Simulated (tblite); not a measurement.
# ClGe2H7NOSi: the cost of one run

Computed with tblite 0.8.0 and PySCF 2.14.0; each step states its level. No surroundings beyond the atoms listed, unless a continuum is named. Atoms count from 0, parts from 1.

### 1 Starting point

13 atoms, charge 0, multiplicity 2; geometry: distance geometry start.

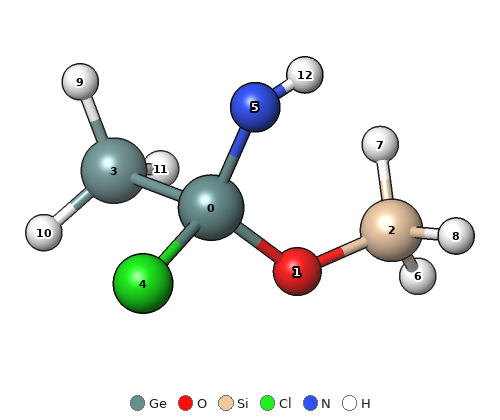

The starting geometry (germanium teal, oxygen red, silicon light orange, chlorine green, nitrogen blue, hydrogen white), atoms numbered.

### 2 Relaxing the cluster with GFN2-xTB

The job: settings as JSON, then the geometry in Å.

```
{"job": {"kind": "relax", "xc": "GFN2-xTB", "basis": "xTB"}, "charge": 0, "multiplicity": 2}
Ge     1.265181    -1.484175     0.148995
O      1.895205     0.126804    -0.507699
Si     1.074366     1.671107    -0.317563
Ge    -0.115305    -2.545229    -1.514137
Cl     3.007433    -2.822152     0.600587
N      0.230233    -1.190282     1.735398
H      1.219344     2.456202    -1.485505
H     -0.318205     1.463104    -0.077552
H      1.644843     2.393346     0.774369
H     -1.267741    -3.276183    -0.806299
H      0.688269    -3.492146    -2.341142
H     -0.720992    -1.472414    -2.409149
H     -0.364769    -0.387017     1.886927
```

Level: GFN2-xTB geometry optimisation, gas phase.

Run with:

```console
> OMP_NUM_THREADS=1 python cluster_run.py task.json out
```

This one command runs all jobs of the session in turn.

Q: Estimate the wall time of this first job on 1 thread of Intel Xeon 6975P-C, shared host.

About 5.4 s.
